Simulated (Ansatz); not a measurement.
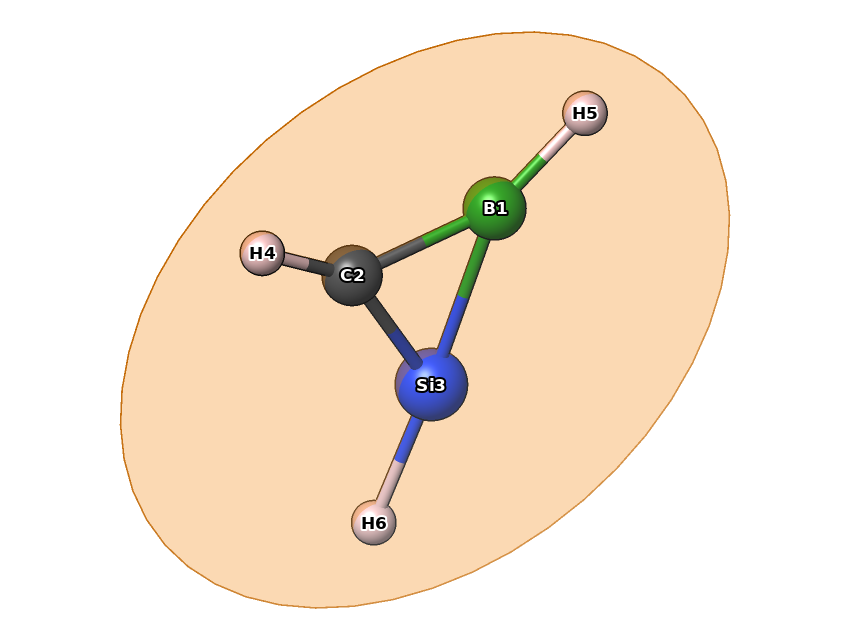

A disc through the centre of mass is drawn in. Depth is shown by fading: the farther an atom, the more it takes the colour of the background. The computed structure is the end point of a PBE-D4/def2-SVP optimisation. No frequency run is at hand to confirm it as a minimum.

Q: Is the plane of the disc a mirror plane of the structure?

A: Yes. The reflection leaves B1, C2, Si3, H4, H5, H6 in place. The point group is Cs.
